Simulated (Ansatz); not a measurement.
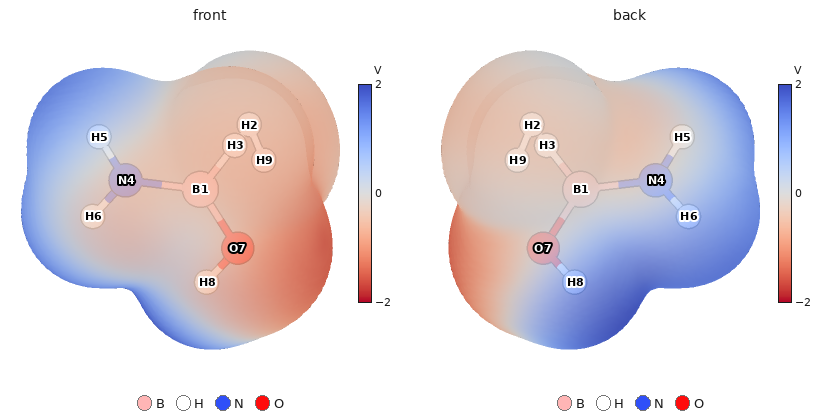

BH4NO···H2. The electrostatic potential painted on the density surface at 0.001 e/bohr³, seen from the front and from behind; the colour scale runs from red (negative) to blue (positive).

Not at a stationary point (largest force 1.9 eV/Å).

The calculation used Ansatz, RKS PBE/def2-SVP.

Input file:

```
crystal:
  periodic: [false, false, false]
  atoms:
    - { symbol: B, position_ang: [0.0, 0.0, 0.0] }
    - { symbol: H, position_ang: [0.0, 0.0, 1.54] }
    - { symbol: H, position_ang: [1.0305, 0.0, -0.595] }
    - { symbol: "N", position_ang: [-1.3423, 0.0, -0.775] }
    - { symbol: H, position_ang: [-2.0112, -0.8164, -0.6764] }
    - { symbol: H, position_ang: [-1.5914, 0.8164, -1.4036] }
    - { symbol: O, position_ang: [-0.2139, 1.6086, 0.5392] }
    - { symbol: H, position_ang: [-1.1525, 1.9139, 0.3252] }
    - { symbol: H, position_ang: [-0.1135, 0.8538, 1.537] }
basis:
  gaussian: { orbitals: def2-SVP }
hamiltonian:
  xc: pbe
relax:
  f_tol: 0.15
  max_steps: 25
  restrain:
    - { distance: [0, 6], at: 1.41, k: 30.0 }
    - { distance: [8, 1], at: 0.66, k: 30.0 }
    - { distance: [0, 1], at: 2.39, k: 30.0 }
    - { distance: [8, 6], at: 2.21, k: 30.0 }
output:
  orbitals: {}
```

Command:

```sh
ansatz run input.yaml --threads 2 --pin off --max-ram 3072MiB --backend cpu --events-out ev --progress --plain --runs-dir out
```

The fields are those of the run's last geometry, not of the input's.

Q: Where is the surface potential most negative and most positive?

A: The most negative region (about −1.5 V, or −35 kcal/mol for a unit charge) lies over O7, the most positive (about +1.9 V, or +44 kcal/mol for a unit charge) over H8. O7 is the likeliest acceptor of a hydrogen bond.
